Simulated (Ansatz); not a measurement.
**Single-point calculation of Si4NH12ClO3**

- system: Si4NH12ClO3
- method: RKS PBE0-D4/def2-TZVPP (Ansatz 0.2.0)

The geometry is the product side of a reaction. The reaction was set up to form Si1–N10 and O2–H9 and to break Si1–O2 and H9–N10 (atoms counted from 1 in the order of the input); sticks are drawn by distance alone. The geometry comes from this level: PBE0-D4/def2-TZVP.

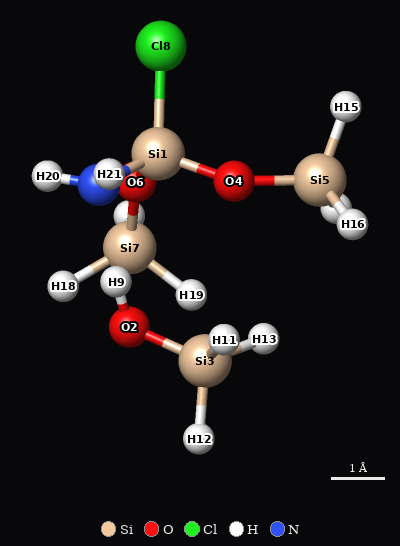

**Figure 1.** The input geometry (ball-and-stick view, seen at a tilt; atoms are numbered from 1 in the order of the input).

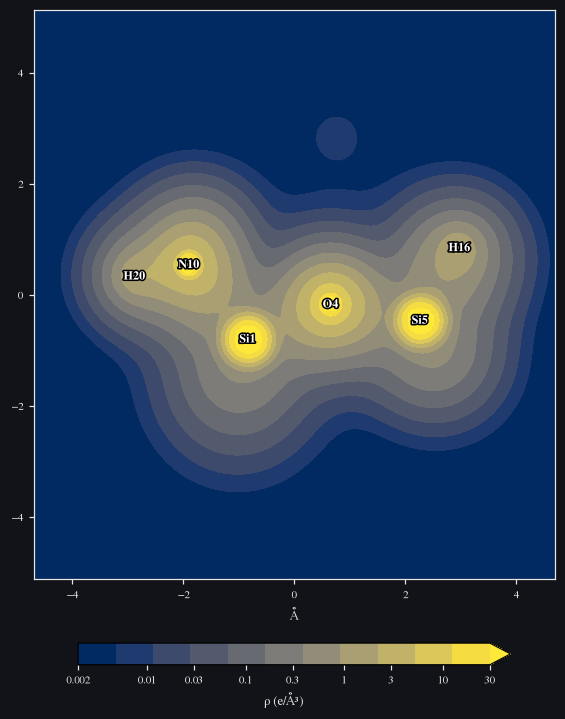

**Figure 2.** Total electron density on the plane of atoms O4, Si1 and N10. Si–O (1.61 Å): ρ at the midpoint is about 1.2 e/Å³. Si–N (1.72 Å): ρ is about 1.2 e/Å³ halfway. Si–O (1.65 Å): ρ at the midpoint is about 1.1 e/Å³. N–H (1.01 Å): ρ at the midpoint is about 2.9 e/Å³, with its minimum of 2.3 e/Å³ about 0.7 Å from N.

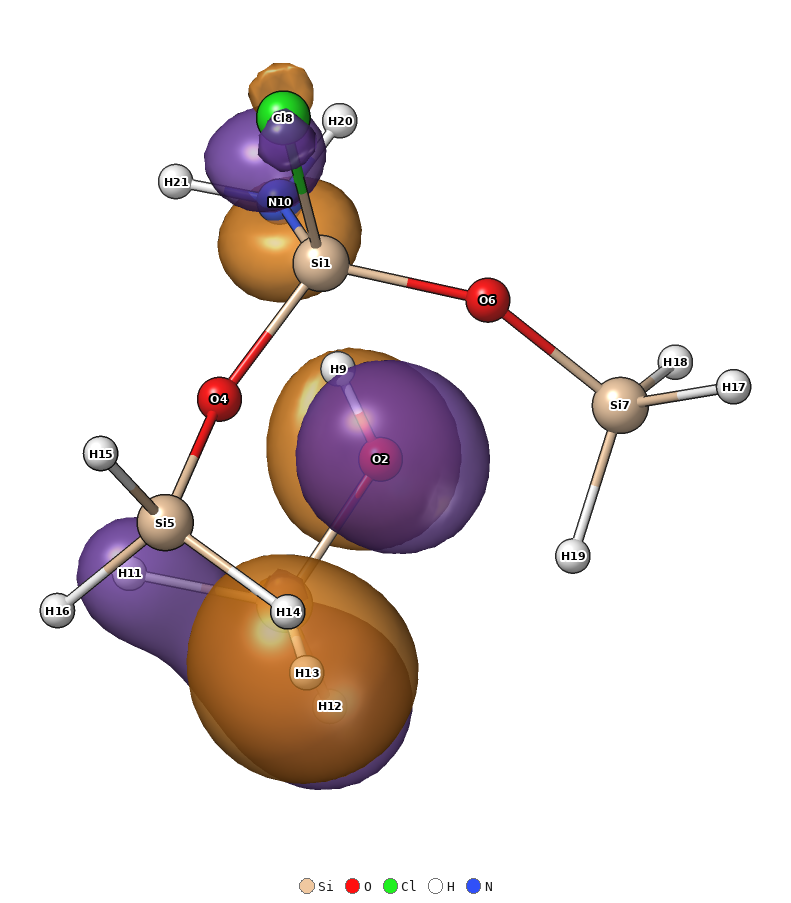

**Figure 3.** One frontier orbital at ±0.1 Å⁻³ᐟ² (orange and purple are the two phases), seen at an oblique angle. The HOMO, at −8.40 eV. By Hirshfeld shares it lies mainly on O2 (40 %), Si3 (20 %) and H13 (15 %).

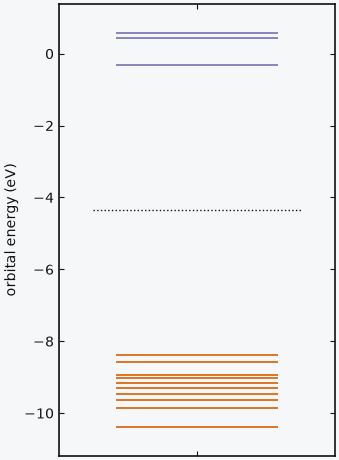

**Figure 4.** Orbital energies near the frontier; the dotted line parts filled from empty levels, and levels within 0.02 eV of each other stand side by side. Highest filled −8.40 eV, lowest empty −0.32 eV, 8.08 eV apart.

These pictures come from the run below.

Input:
```yaml
crystal:
  periodic: [false, false, false]
  atoms:
    - {symbol: Si, position_ang: [0.905516, 0.364528, 1.341903]}
    - {symbol: O, position_ang: [0.635651, 0.276976, -2.010055]}
    - {symbol: Si, position_ang: [-0.942827, 0.566684, -2.345841]}
    - {symbol: O, position_ang: [-0.653718, 0.701408, 1.119303]}
    - {symbol: Si, position_ang: [-2.207064, 0.396080, 1.569836]}
    - {symbol: O, position_ang: [1.307644, -1.133723, 0.937243]}
    - {symbol: Si, position_ang: [1.212434, -2.383006, -0.134068]}
    - {symbol: Cl, position_ang: [1.336508, 0.582081, 3.330927]}
    - {symbol: H, position_ang: [1.054103, 0.800609, -1.299330]}
    - {symbol: N, position_ang: [1.766759, 1.456278, 0.335629]}
    - {symbol: H, position_ang: [-1.307081, 1.985434, -2.071010]}
    - {symbol: H, position_ang: [-1.164330, 0.264805, -3.781930]}
    - {symbol: H, position_ang: [-1.852057, -0.300191, -1.543262]}
    - {symbol: H, position_ang: [-2.527573, -1.031676, 1.326890]}
    - {symbol: H, position_ang: [-2.372455, 0.707854, 3.011291]}
    - {symbol: H, position_ang: [-3.087245, 1.267044, 0.757941]}
    - {symbol: H, position_ang: [1.467629, -3.623775, 0.638978]}
    - {symbol: H, position_ang: [2.250561, -2.226857, -1.178050]}
    - {symbol: H, position_ang: [-0.141459, -2.443398, -0.733430]}
    - {symbol: H, position_ang: [2.769020, 1.334752, 0.287513]}
    - {symbol: H, position_ang: [1.549988, 2.437990, 0.439625]}
basis:
  gaussian: {orbitals: def2-TZVPP}
hamiltonian: {xc: pbe0, dispersion: d4}
output: {orbitals: {seedname: orbitals}}
```

Command:
```bash
ansatz run in.yaml --threads 4 --pin off --events-out ev --progress --plain --max-ram 46080MiB --backend cuda --devices 0, --max-vram 37GiB
```

Log:
```
Functional definition: PBE0
  name "PBE0"
  cite "Adamo & Barone, J. Chem. Phys. 110, 6158 (1999) doi:10.1063/1.478522"
  cite "Perdew, Burke & Ernzerhof, Phys. Rev. Lett. 77, 3865 (1996) doi:10.1103/PhysRevLett.77.3865"
  parent pbe
  parameter a = 0.25
  parameter kappa = 0.804
  parameter beta = 0.06672455060314922
  exchange = (1 - a)*pbe_x(kappa = kappa, mu = beta*pi^2/3) + a*exact_x
  correlation = pbe_c(beta = beta)
2805 factors; their error is unknown
mean field evaluation 1: about -51831.6507 eV, gradient 9.9e1 eV
mean field evaluation 2: about -51807.1409 eV, gradient 1.5e2 eV
mean field evaluation 4: about -51847.1474 eV, gradient 7.7e0 eV
mean field evaluation 8: about -51847.2501 eV, gradient 4.1e-1 eV
mean field evaluation 16: about -51847.3650 eV, gradient 2.0e-4 eV
mean field -51847.36496036 eV, -1905.3555188870 hartree, gradient 3.4e-5 eV, S^2 0.000000; 0 other end points of the search recorded, 0 dependent functions left out
reference -51847.36500994 eV, -1905.3555207089 hartree; 58, 58 occupied and 444, 444 virtual orbitals, 2805 factors
Total energy: -51848.01298451 eV, -1905.3793333354 hartree
```

Results in brief:

| quantity | value |
| --- | --- |
| outcome | converged |
| total energy | −51848.0130 eV |
| mean-field energy | −51847.3650 eV |
| dispersion energy | −0.6480 eV |
| SCF solution under orbital rotations | stable |
| HOMO | −8.40 eV |
| LUMO | −0.32 eV |
| hardware | 4 CPU threads, shared host |
| wall time | 5.5 s (CPU time 6.9 s) |
| peak memory | 1.4 GiB |
